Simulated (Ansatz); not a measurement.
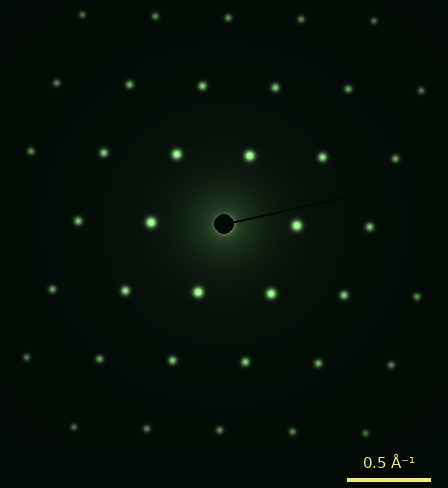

Simulated selected-area electron diffraction pattern (200 kV, kinematic approximation, thin crystal, B = 0.5 Å² for all atoms).

Question: Describe the geometry of this pattern.

Answer: The spots form a centred rectangular net with both shortest vectors at d = 2.28 Å, 70.5° apart.

Question: What is the point symmetry of the pattern, intensities included?

Answer: 2mm. A zero-layer kinematic pattern is always centrosymmetric (Friedel's law).

Question: Which crystal and zone produced it?

Answer: This cannot be fixed from one zone alone; the pattern is [110] of Pd, space group Fm-3m (No. 225), a = 3.94 Å. The net vectors are -1 1 -1 and -1 1 1. Structure: the input geometry of an electronic-structure calculation (not necessarily at equilibrium).
